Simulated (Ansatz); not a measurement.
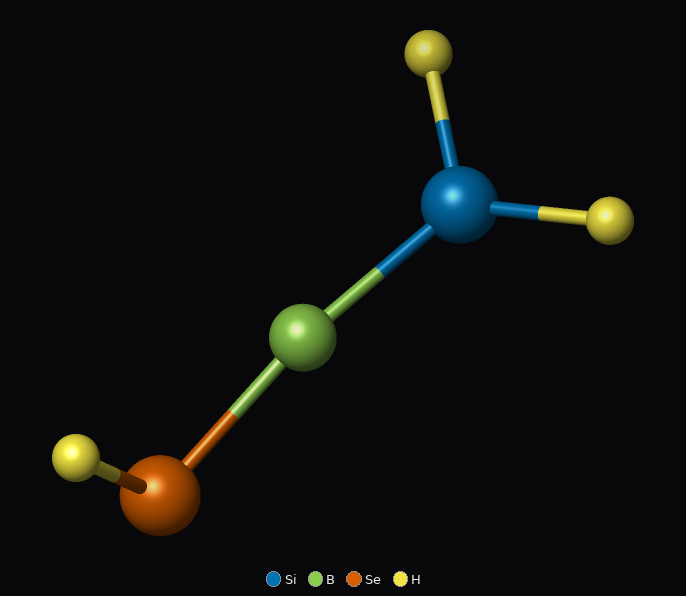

Rendered structure (ball-and-stick style). Every bond is drawn as one stick, whatever its order.

The computed structure is the end point of a PBE0-D4/def2-TZVP optimisation. No frequency run is at hand to confirm it as a minimum.

Give the formula.

Answer. BH3SeSi, 6 atoms: 1 boron, 3 hydrogen, 1 selenium and 1 silicon.

Count the bonded pairs by element.

Answer. 2 Si–H, 1 B–Si, 1 B–Se, 1 Se–H. Sticks follow a distance rule.

The parts below concern this one geometry. Atoms keep their numbers from picture to picture.

**Geometry**

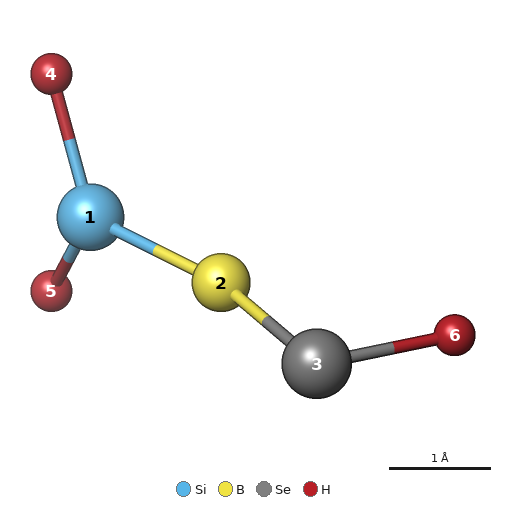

No frequency run is at hand to confirm it as a minimum.

Give these bond angles: B2–Si1–H4, H4–Si1–H5, Si1–B2–Se3, B2–Se3–H6.

```tsv
angle	degrees
B2–Si1–H4	120.6
H4–Si1–H5	116.2
Si1–B2–Se3	165.5
B2–Se3–H6	98.8
```

**Electronic properties**

No frequency run is at hand to confirm it as a minimum. Method: RKS PBE0-D4/def2-TZVPP (Ansatz 0.2.0).

Computed properties:

- HOMO energy (Kohn–Sham orbital): −5.76 eV
- LUMO energy (Kohn–Sham orbital): −2.16 eV
- HOMO–LUMO gap: 3.60 eV

**Dipole moment**

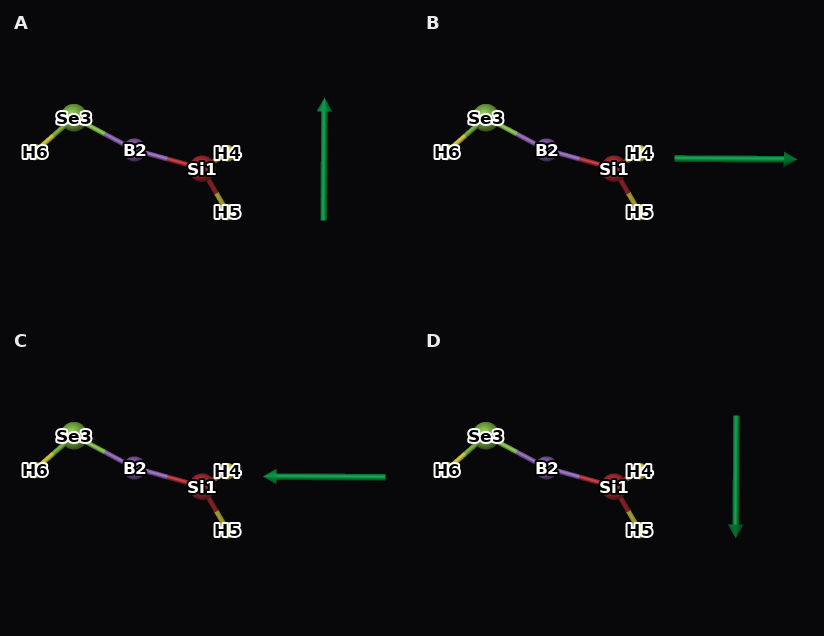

The same molecule four times, each with an arrow. No frequency run is at hand to confirm it as a minimum. Level of theory: RKS PBE0-D4/def2-TZVP (Ansatz 0.2.0).

Which arrow points along the dipole moment, from the negative to the positive end?

Answer. C. The dipole moment is 1.01 D; it points from the side of H4, H5 to the side of H6 (the outermost atoms at the two ends).

**Charges**

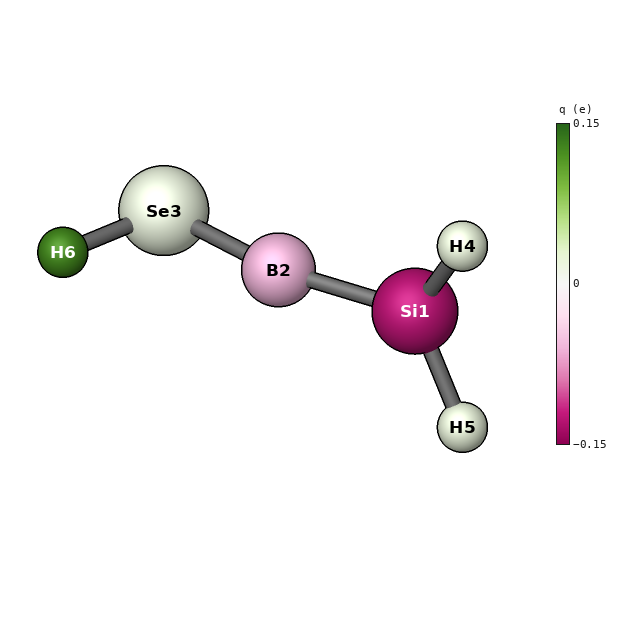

Atoms are coloured by their Mulliken charges. No frequency run is at hand to confirm it as a minimum. Properties computed with RKS PBE0-D4/def2-TZVP (Ansatz 0.2.0).

List the Mulliken charges.

| atom | value (e) |
| --- | --- |
| Si1 | −0.12 |
| B2 | −0.06 |
| Se3 | 0.02 |
| H4 | 0.02 |
| H5 | 0.02 |
| H6 | 0.13 |

Mulliken values depend strongly on the basis set and can even reverse the polarity of a bond.
